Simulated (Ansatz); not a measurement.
```xyz
7

Cl    1.2774    1.4248    0.0507
Ga    0.1687   -0.1103   -2.0307
Si   -0.5735   -0.5245    2.1944
Si   -0.8716    0.7403    0.1996
H     0.4775   -1.5761    2.0229
H    -0.1586    0.3630    3.3228
H    -1.8540   -1.2013    2.5697
```

Geometry: B3LYP-D3(BJ)/def2-SVP.

The calculation used isolated molecule in a Gaussian basis; Kohn-Sham density functional theory, functional PBE0 in Ansatz 0.2.0.

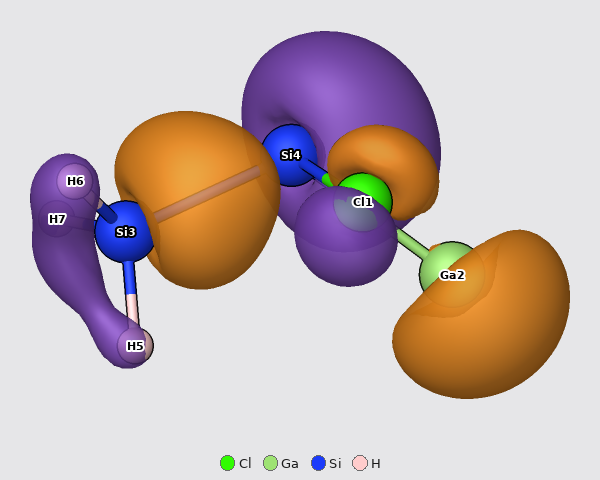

ClGaH$_{3}$Si$_{2}$ (doublet). The HOMO (β) at ±0.1 Å⁻³ᐟ² (orange and purple are the two phases), seen from one side.

Question: Where does this orbital lie, and at what energy?

Answer: It lies mainly on Si4 (about 45 %), Ga2 (about 25 %), Si3 (about 15 %) and Cl1 (about 10 %). Its energy is −6.31 eV.
